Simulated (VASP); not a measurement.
Here is the system:

```xyz
4
Lattice="5.2890 0.0000 0.0000 0.0000 8.4415 0.0000 0.0000 0.0000 3.0922" Properties=species:S:1:pos:R:3 pbc="T T T"
Te     4.2573     0.9270     0.7226
Te     1.0317     7.5146     0.7226
Te     1.6128     3.2938     2.3696
Te     3.6762     5.1477     2.3696
```

The numbers are results of r2SCAN meta-GGA, VASP's PBE PAW potentials (set 64) (plane waves; VASP), not measurements. Settings: 400 eV cut-off, 7×4×11 Γ-centred mesh, tetrahedra with Blöchl corrections, potentials Te.

Unless said otherwise, spin-orbit coupling is left out, though it shifts the bands of the heavy elements here.

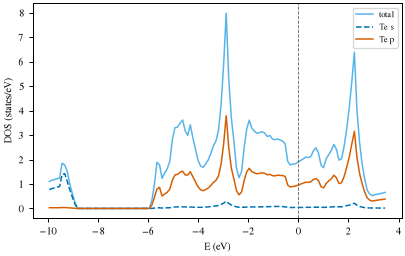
Total and projected density of states, zero at the Fermi level

Within 2 eV below the Fermi level the largest weight inside VASP's projection spheres is Te p.

It has no gap at this level: it comes out as a metal or semimetal.

The structure comes from a computed database's Te entry (P2_12_12); how it stands against other phases isn't given here. It was relaxed first.
